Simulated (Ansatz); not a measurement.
CH6Si···H2S

Input file:

```
crystal:
  periodic: [false, false, false]
  atoms:
    - { symbol: Si, position_ang: [0.0, 0.0, 0.0] }
    - { symbol: C, position_ang: [0.0, 0.0, 2.22] }
    - { symbol: H, position_ang: [-0.9996, -0.3092, 2.5905] }
    - { symbol: H, position_ang: [0.7676, -0.7111, 2.5905] }
    - { symbol: H, position_ang: [0.232, 1.0203, 2.5905] }
    - { symbol: H, position_ang: [1.3768, 0.0, -0.4862] }
    - { symbol: H, position_ang: [-0.6877, 1.1914, -0.4862] }
    - { symbol: H, position_ang: [-0.6877, -1.1914, -0.4862] }
    - { symbol: S, position_ang: [-2.2957, 0.4239, 0.7757] }
    - { symbol: H, position_ang: [-3.1921, -0.3473, 0.0263] }
    - { symbol: H, position_ang: [-1.2571, 0.2322, 1.9581] }
basis:
  gaussian: { orbitals: "6-31G*" }
hamiltonian:
  xc: pbe
  dispersion: d4
relax:
  f_tol: 0.15
  max_steps: 25
  restrain:
    - { distance: [0, 8], at: 3.36, k: 30.0 }
    - { distance: [10, 1], at: 2.31, k: 30.0 }
    - { distance: [0, 1], at: 1.87, k: 30.0 }
    - { distance: [10, 8], at: 1.4, k: 30.0 }
output:
  orbitals: {}
```

Launched as:

```sh
ansatz run input.yaml --threads 1 --pin off --max-ram 2048MiB --backend cpu --events-out ev --progress --plain --runs-dir out
```

The fields are those of the run's last geometry, not of the input's.

Not at a stationary point (largest force 0.7 eV/Å).

These are results of RKS PBE-D4/6-31G* (Ansatz), not measurements.

**What will maps of the electron density and electron localisation function show?**

C2···H11 (2.32 Å): the density falls to about 0.11 e/Å³ on the way; the ELF dips to about 0.05 between them.
C–Si (1.89 Å): ρ at the midpoint is about 0.92 e/Å³; the ELF peaks at about 0.95 between the atoms; a covalent bond.
C–H (1.11 Å): the density is about 1.9 e/Å³ at the midpoint; the ELF climbs to about 1 towards the hydrogen, as it does in any bond to H; a covalent bond by its length.
S–H (1.38 Å): the density is about 1.4 e/Å³ at the midpoint; the ELF climbs to about 1 towards the hydrogen.

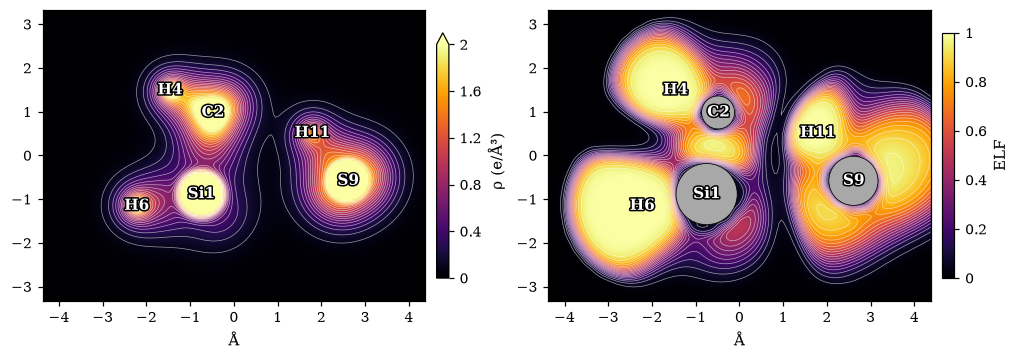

Computed electron density and electron localisation function on the plane of atoms C2, Si1 and H6, in this order. Grey discs cover the atomic cores in the ELF map. 
